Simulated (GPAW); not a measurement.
## Property calculation, with input and output: AlBrClF

AlBrClF, SMILES [F][Al]([Cl])[Br], computed with PBE0/plane waves, scalar-relativistic datasets (GPAW 26.7.0).

The geometry comes from this level: PBE0-D4/def2-TZVP.

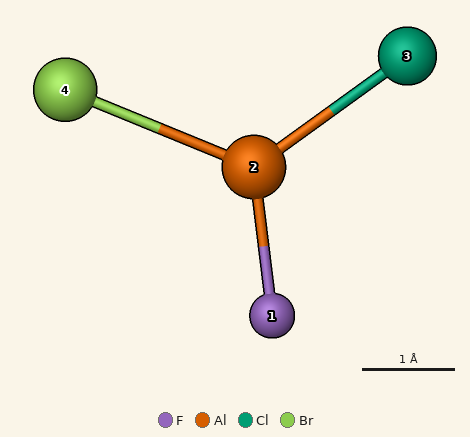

**Figure 1.** The structure as given in the input (ball-and-stick view, seen on its broad side; atoms are numbered from 1 in the order of the input). Sticks mark near contacts. Bond lengths as drawn: Al–Br 2.22 Å, Al–Cl 2.07 Å and Al–F 1.63 Å.

**Input file (run.py)**
```python
import numpy as np
from ase.io import read
from ase.units import Debye
from gpaw import GPAW, PW

molecule = read("mol.xyz")
molecule.center(vacuum=4.5)

calc = GPAW(mode=PW(500), xc="PBE0", maxiter=100, symmetry="off", txt="-")
molecule.calc = calc

energy = molecule.get_potential_energy()
print(f"Energy                  {energy:.5f} eV")
forces = molecule.get_forces()
print("Forces (eV/Ang)")
for symbol, f in zip(molecule.symbols, forces):
    print(f'{symbol:2} {f[0]:9.4f} {f[1]:9.4f} {f[2]:9.4f}')
dipole = molecule.get_dipole_moment() / Debye
print(f"Dipole = {np.linalg.norm(dipole):.3f} D")
homo, lumo = calc.get_homo_lumo()
print(f"HOMO                    {homo:.3f} eV")
print(f"LUMO                    {lumo:.3f} eV")
print(f"Gap                     {lumo - homo:.3f} eV")
```

**File mol.xyz**
```
4

F      0.275800     0.531400     1.633000
Al     0.051600    -0.001400     0.105400
Cl     1.152700    -1.617400    -0.562500
Br    -1.424500     1.027000    -1.196100
```

Run on 1 thread of Intel Xeon @ 2.60GHz (Ice Lake), 24 GiB of memory available, shared host.

Launch command:
```bash
python run.py > run.log
```

**Log**
```
__  _  _
 | _ |_)|_||  |
 |__||  | ||/\| - 26.7.0

units:  Angstrom and eV
cores:  1
OpenMP: False

Versions:
  Python: 3.12.14
  ASE:    3.29.0
  Numpy:  2.5.5
  Scipy:  1.18.1
  Libxc:  7.0.0

        _gpaw.cpython-312-x86_64-linux-gnu.so

Input parameters:
  mode=PW(ecut=500.0),
  maxiter=100,
  symmetry=Symmetry(point_group=False, time_reversal=False),
  xc=XC(name='PBE0')

Diagonalizing LCAO Hamiltonian
Converting LCAO to pw mode
        .---------------------------.
       /|                           |
      / |                           |
     /  |                           |
    /   |                           |
   /    |                           |
  /     |                           |
 *      |                           |
 |      |                           |
 |      |           F               |
 |      |                           |
 |      |          Al               |
 |      |       Br                  |
 |      |            Cl             |
 |      |                           |
 |      .---------------------------.
 |     /                           /
 |    /                           /
 |   /                           /
 |  /                           /
 | /                           /
 |/                           /
 *---------------------------*

Atoms  # Å, Bohr magnetons
|   | symbol |        x |        y |        z |    initial magnetic moments |
|---|--------|----------|----------|----------|-----------------------------|
| 0 |      F | 6.200300 | 6.648800 | 7.329100 | ( 0.0000,  0.0000,  0.0000) |
| 1 |     Al | 5.976100 | 6.116000 | 5.801500 | ( 0.0000,  0.0000,  0.0000) |
| 2 |     Cl | 7.077200 | 4.500000 | 5.133600 | ( 0.0000,  0.0000,  0.0000) |
| 3 |     Br | 4.500000 | 7.144400 | 4.500000 | ( 0.0000,  0.0000,  0.0000) |

Unit cell  # Å
| periodic |         x |         y |         z |   lengths |    angles |
|----------|-----------|-----------|-----------|-----------|-----------|
|       no | 11.577200 |  0.000000 |  0.000000 | 11.577200 | 90.000000 |
|       no |  0.000000 | 11.644400 |  0.000000 | 11.644400 | 90.000000 |
|       no |  0.000000 |  0.000000 | 11.829100 | 11.829100 | 90.000000 |

Number of symmetries: 1
Symmetry operations  # r_c * U_cc + t_c -> r_c
|   | kind |            matrix            |
|---|------|------------------------------|
| 0 |  E   |  1, 0, 0,  0, 1, 0,  0, 0, 1 |

BZ-sampling:
  Number of BZ points: 1
  Number of IBZ points: 1

  Monkhorst-Pack size: [1, 1, 1]
  Monkhorst-Pack shift: [0, 0, 0]

K-points  # in reciprocal-cell coordinates
|   |                                coordinates |     weight |
|---|--------------------------------------------|------------|
| 0 | (  0.00000000,   0.00000000,   0.00000000) | 1.00000000 |

Plane wave coefficients: 20228
Cutoff: 500.0 eV

Spin-components: 1 (collinear spins)
Bands:           16
Projectors:      20
Spin-degeneracy: 2
Datatype:        float64

  Storage: CPU
  Wave functions: 5_178_368 bytes (5_178_368 per core)
  Projectors: 10_680_384 bytes (10_680_384 per core)

Parallelization:
  kpt:    1
  domain: 1
  band:   1

Density:
  Valence electrons: 24.0
  Components: 1
  Grid points: [60 63 63]
  Charge: 0.0  # |e|

Potential:
  Grid points: [60 63 63]

species:
  F:
    name:    Fluorine
    Z:       9.0
    valence: 7
    core:    2
    charge:  0.0  # [|e|]
    file:    F.PBE.gz
    compensation charges:
      type: gauss
      rc: 0.20  # [Å]
      lmax: 2
    cutoffs:
      filter: 1.14  # [Å]
      core: 0.74  # [Å]
    projectors
    | kind |    occ | energy [eV] | rcut [Å] |
    |------|--------|-------------|----------|
    |   2s |  2.000 |     -29.898 |    0.635 |
    |   2p |  5.000 |     -11.110 |    0.635 |
    |    s |        |      -2.687 |    0.635 |
    |    p |        |      16.102 |    0.635 |
    |    d |        |       0.000 |    0.635 |

    Using partial waves for F as LCAO basis

  Al:
    name:    Aluminium
    Z:       13.0
    valence: 3
    core:    10
    charge:  0.0  # [|e|]
    file:    Al.PBE.gz
    compensation charges:
      type: gauss
      rc: 0.34  # [Å]
      lmax: 2
    cutoffs:
      filter: 1.91  # [Å]
      core: 2.36  # [Å]
    projectors
    | kind |    occ | energy [eV] | rcut [Å] |
    |------|--------|-------------|----------|
    |   3s |  2.000 |      -7.753 |    1.085 |
    |   3p |  1.000 |      -2.712 |    1.085 |
    |    s |        |      19.459 |    1.085 |
    |    p |        |      24.499 |    1.085 |
    |    d |        |       0.000 |    1.085 |

    Using partial waves for Al as LCAO basis

  Cl:
    name:    Chlorine
    Z:       17.0
    valence: 7
    core:    10
    charge:  0.0  # [|e|]
    file:    Cl.PBE.gz
    compensation charges:
      type: gauss
      rc: 0.25  # [Å]
      lmax: 2
    cutoffs:
      filter: 1.40  # [Å]
      core: 1.49  # [Å]
    projectors
    | kind |    occ | energy [eV] | rcut [Å] |
    |------|--------|-------------|----------|
    |   3s |  2.000 |     -20.689 |    0.794 |
    |   3p |  5.000 |      -8.594 |    0.794 |
    |    s |        |       6.523 |    0.794 |
    |    p |        |      18.617 |    0.794 |
    |    d |        |       0.000 |    0.794 |

    Using partial waves for Cl as LCAO basis

  Br:
    name:    Bromine
    Z:       35.0
    valence: 7
    core:    28
    charge:  0.0  # [|e|]
    file:    Br.PBE.gz
    compensation charges:
      type: gauss
      rc: 0.35  # [Å]
      lmax: 2
    cutoffs:
      filter: 1.98  # [Å]
      core: 2.38  # [Å]
    projectors
    | kind |    occ | energy [eV] | rcut [Å] |
    |------|--------|-------------|----------|
    |   4s |  2.000 |     -20.121 |    1.111 |
    |   4p |  5.000 |      -7.861 |    1.111 |
    |    s |        |       7.091 |    1.111 |
    |    p |        |      19.351 |    1.111 |
    |    d |        |       0.000 |    1.111 |

    Using partial waves for Br as LCAO basis

Reference energy: -92774.701175  # eV

eigensolver:
  PPCG
  Converge bands: occupied
  niter=2

density mixing:
  MSR1-Mixer
  Pratt-step length: 0.05
  Maximum mixing coefficient: 0.75
  Old densities: 10
  SVD Regularization: 0.005
  Good broyden scale: 1.0
  Trust region scale: 1.0
  Backstep threshold: 4.0
  History deletion threshold: 6.0
  Fourier metric: weight=20.0, sigma=0.015

occupation numbers:
  # Zero width

poisson solver:
  ecut: 4000.0  # eV

xc functional:
  name: HYB_GGA_XC_PBEH with 2 nearest neighbor stencil

Initialization done in: 2.574 s

convergence criteria:
- Maximum [total energy] change in last 3 cyles: 0.0005 eV / valence electron
- Maximum integral of absolute [dens]ity change: 0.0001 electrons / valence electron
- Maximum integral of absolute [eigenst]ate change: 4e-08 eV^2 / valence electron
maximum number of iterations: 100

IBZ(<points: 1, symmetries: 1>)
Occupied bands: 12
Transforming wave functions from IBZ to BZ: 0.007 seconds
Distributing wave functions and iFFT-ing to real space: 0.047 seconds
SCF iterations
|iter     |     time |      energy | eigst |  dens |
|---------|----------|-------------|-------|-------|
|iter:   1| 00:00:10 |-1020.356506 | +0.00 |       |
|iter:   2| 00:00:19 |  -19.264987 | -0.23 | -0.72 |
|iter:   3| 00:00:28 |  -19.189449 | -0.86 | -0.94 |
|iter:   4| 00:00:37 |  -18.815768 | -1.03 | -1.08 |
|iter:   5| 00:00:45 |  -18.846055 | -1.20 | -1.29 |
|iter:   6| 00:00:54 |  -18.807844 | -2.41 | -1.50 |
|iter:   7| 00:01:03 |  -18.793314 | -2.27 | -1.65 |
|iter:   8| 00:01:11 |  -18.790793 | -3.13 | -1.79 |
|iter:   9| 00:01:20 |  -18.777119 | -2.92 | -1.91 |
|iter:  10| 00:01:29 |  -18.775346 | -3.12 | -2.12 |
|iter:  11| 00:01:38 |  -18.773919c| -4.42 | -2.27 |
|iter:  12| 00:01:46 |  -18.772744c| -4.06 | -2.45 |
|iter:  13| 00:01:55 |  -18.772724c| -4.02 | -3.10 |
|iter:  14| 00:02:04 |  -18.772757c| -5.16 | -3.49 |
|iter:  15| 00:02:12 |  -18.772752c| -5.69 | -3.72 |
|iter:  16| 00:02:21 |  -18.772753c| -7.35 | -4.53c|
|iter:  17| 00:02:30 |  -18.772753c| -6.62 | -4.53c|
|iter:  18| 00:02:39 |  -18.772753c| -7.78c| -4.64c|

Converged in 18 steps
SCF loop duration: 156.289 s (8.683 s/step)
Energy contributions relative to reference atoms: (reference = -92774.701175)

Energy contributions:
  Kinetic:          13.573719
  Coulomb:         -12.644868
  Zero:              0.046691
  External:          0.000000
  Xc:              978.228820
  Entropy:           0.000000
  Spinorbit:         0.000000
  Hybrid_Xc_Cc:      -915.006264
  Hybrid_Xc_Vc:       -14.439122
  Hybrid_Xc_Vv:       -68.531731
  ----------------------------
  Free energy:     -18.772753
  Extrapolated:    -18.772753

dipole moment: (-0.045461, -0.009317, -0.122301)  # |e|*Ang

Fermi level: -4.920
Eigenvalues  # (at kpt = [0.000, 0.000, 0.000])
| band index |      eig [eV] | occ [0-2] |
|------------|---------------|-----------|
|          0 |       -32.414 |     2.000 |
|        ... |               |           |
|          4 |       -11.935 |     2.000 |
|          5 |       -11.866 |     2.000 |
|          6 |       -11.570 |     2.000 |
|          7 |       -10.259 |     2.000 |
|          8 |        -9.682 |     2.000 |
|          9 |        -9.517 |     2.000 |
|         10 |        -8.856 |     2.000 |
|         11 |        -8.638 |     2.000 |
|         12 |        -1.203 |     0.000 |
|         13 |        -0.537 |     0.000 |
|         14 |         0.396 |     0.000 |
|         15 |         1.018 |     0.000 |

Gap: 7.435 eV
Transition (v -> c):
  (s=0, k=0, n=11, [0.00, 0.00, 0.00]) -> (s=0, k=0, n=12, [0.00, 0.00, 0.00])
No difference between direct/indirect transitions
vacuum-level: 0.450  # V
Energy                  -18.77275 eV

Forces  # eV/Ang
|        x |        y |        z |
|----------|----------|----------|
|  0.04120 |  0.12305 |  0.33133 |  # F    0
| -0.09037 | -0.08066 | -0.35446 |  # Al   1
|  0.01332 | -0.01728 | -0.00337 |  # Cl   2
|  0.02418 | -0.01684 |  0.02365 |  # Br   3

Force computation time: 1.529  # s
Forces (eV/Ang)
F     0.0412    0.1231    0.3313
Al   -0.0904   -0.0807   -0.3545
Cl    0.0133   -0.0173   -0.0034
Br    0.0242   -0.0168    0.0237
Dipole = 0.628 D
HOMO                    -8.638 eV
LUMO                    -1.203 eV
Gap                     7.435 eV
```

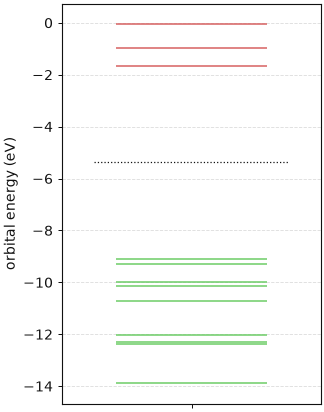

**Figure 2.** Orbital energies near the frontier; the dotted line parts filled from empty levels, and levels within 0.02 eV of each other stand side by side. Highest filled −9.09 eV, lowest empty −1.65 eV, 7.44 eV apart.

**Summary**

```json
{"quantity": "outcome", "value": "converged"}
{"quantity": "energy relative to the program's reference atoms", "value": "−18.7728 eV"}
{"quantity": "largest force", "value": "0.375 eV/Å"}
{"quantity": "HOMO", "value": "−9.09 eV"}
{"quantity": "LUMO", "value": "−1.65 eV"}
{"quantity": "dipole moment", "value": "0.63 D"}
{"quantity": "wall time", "value": "2.7 min"}
{"quantity": "peak memory", "value": "0.58 GiB"}
```
